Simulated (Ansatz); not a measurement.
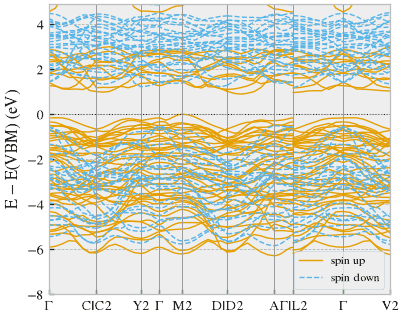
Figure. Band structure from r²SCAN in the plane-wave PAW code Ansatz

### Question
Read off the gap and where the band edges lie.

### Answer
About 0.9 eV (0.89 eV by a search for the band edges); maximum at M2, minimum on the D2–A line, 28 % of the way from D2.

### Question
Which compound is it?
(A) RbCr5S8, C2/m (Pearson symbol mS28)
(B) MnO2, C2/m (Pearson symbol mS24)
(C) NdO2, C2/m (Nd on 4i, O on 4i, O on 4i)
(D) KSb2, C2/m (K on 4i, Sb on 4i, Sb on 4i)

### Answer
A, RbCr5S8, C2/m (Pearson symbol mS28)

The first step of the workflow began from a Materials Project structure, measured or hypothetical; the Crystallography Open Database files this formula in space group No. 12, but the cells were not matched. Its standing as an ambient phase is unchecked. Symmetry was held in the r²SCAN relaxation; its stability against distortions is not shown here. Magnetic state: ferromagnetic, the only order run, not a proven ground state. Other orbital occupations within this spin state were not tried. No Hubbard U is applied. Scalar-relativistic: spin–orbit coupling is off unless named, which matters more the heavier the elements.

Potentials: the later of the program's two PAW sets.
